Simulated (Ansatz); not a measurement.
**AlCl···Al2 (charge +1, doublet): density, localisation and related maps**

Input file:

```
crystal:
  periodic: [false, false, false]
  atoms:
    - {symbol: Al, position_ang: [0.395988, -0.373410, -0.436614]}
    - {symbol: Al, position_ang: [-1.200865, 1.771762, 0.163218]}
    - {symbol: Al, position_ang: [-0.765578, 0.083433, 2.003278]}
    - {symbol: Cl, position_ang: [1.570455, -1.481785, -1.729883]}
basis:
  gaussian: {orbitals: def2-TZVP, initial_orbitals: start.molden}
total_charge: 1
magnetization: {spin_polarized: true, initial_magnetization: 1}
hamiltonian: {xc: pbe0, dispersion: d4}
scf: {omitted_lower_state_checks: [starts]}
output: {orbitals: {seedname: orbitals}}
```

Launched as:

```sh
ansatz run in.yaml --threads 4 --pin off --events-out ev --progress --plain --max-ram 3916MiB
```

Geometry: PBE-D4/def2-TZVP.

Method: Ansatz 0.2.0, UKS PBE0-D4/def2-TZVP.

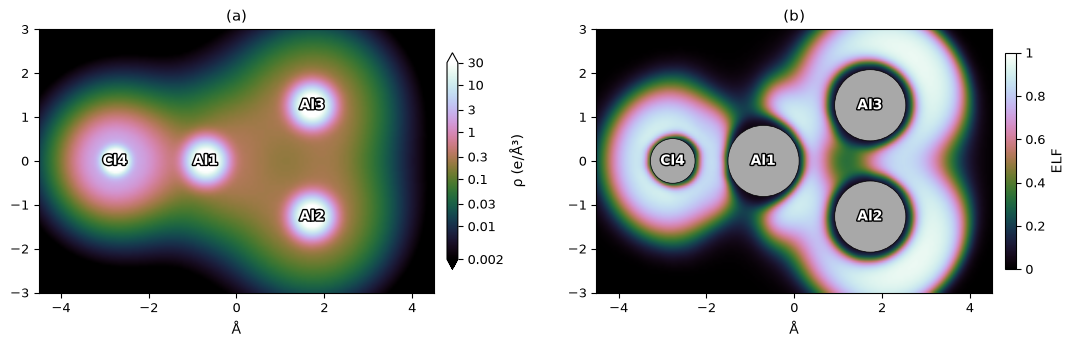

Figure 1. (a) electron density; (b) ELF on the molecular plane. Grey discs cover the atomic cores in the ELF map.

**What do the fields say about this system?**

The plane passes through Al and Cl nuclei.
Al1···Al3 (2.74 Å): the density falls to about 0.25 e/Å³ on the way; the ELF peaks at about 0.85 between the atoms.
Al–Cl (2.07 Å): the density is about 0.78 e/Å³ at the midpoint; the ELF peaks at about 0.85 in the valence shell of Cl, 0.9 Å from its nucleus, and is about 0.80 at the midpoint.
Al–Al (2.53 Å): the density is about 0.24 e/Å³ at the midpoint; the ELF reaches about 0.55 near the midpoint.
The ELF also peaks beside Cl4, away from the bonds: non-bonding electrons, paired or unpaired.

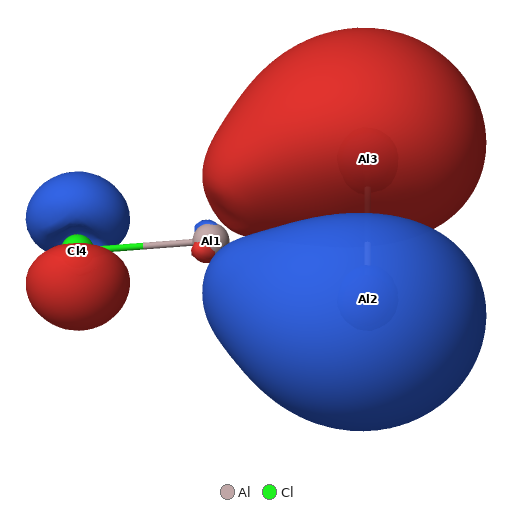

Figure 2. The HOMO−1 (β) at ±0.06 Å⁻³ᐟ² (blue and red are the two phases), seen at a tilt.

**Where does this orbital lie, and at what energy?**

By Hirshfeld shares it lies mainly on Al2 (about 45 %), Al3 (about 45 %) and Al1 (about 10 %); it is symmetric in the molecular plane (an in-plane orbital: σ, lone-pair or in-plane π type). Its energy is −12.59 eV.

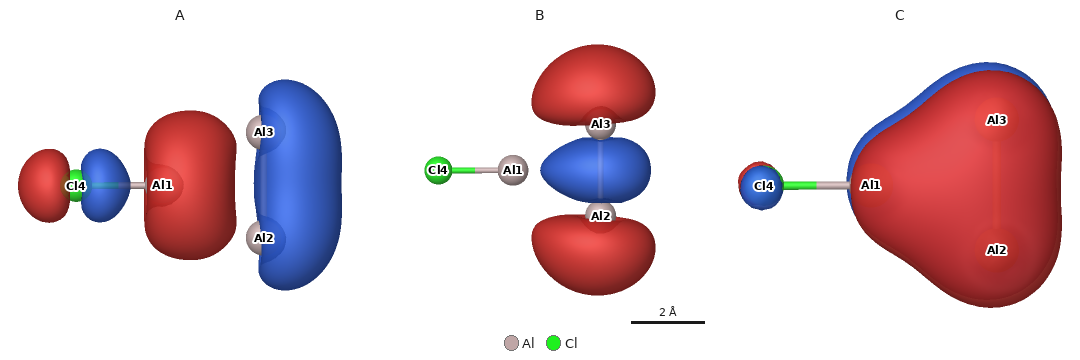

Figure 3. Three frontier orbitals at ±0.08 Å⁻³ᐟ² (red and blue are the two phases), in no order.

**Which picture is the HOMO−1, the HOMO and the LUMO? All are α orbitals.**

A is the HOMO−1 (α) (−12.00 eV). It lies mainly on Al1 (about 30 %), Al2 (about 30 %), Al3 (about 30 %) and Cl4 (about 10 %); it is symmetric in the molecular plane (an in-plane orbital: σ, lone-pair or in-plane π type). C is the HOMO (α) (−10.26 eV). Its weight (Hirshfeld) is mainly on Al2 (about 40 %), Al3 (about 40 %) and Al1 (about 25 %); it changes sign across the molecular plane (π type); π-bonding across Al2–Al3. B is the LUMO (α) (−8.09 eV). By Hirshfeld shares it lies mainly on Al2 (about 45 %) and Al3 (about 45 %); it is symmetric in the molecular plane (an in-plane orbital: σ, lone-pair or in-plane π type).

**What is the gap between the highest occupied and lowest empty α orbitals?**

2.17 eV between the orbital energies.
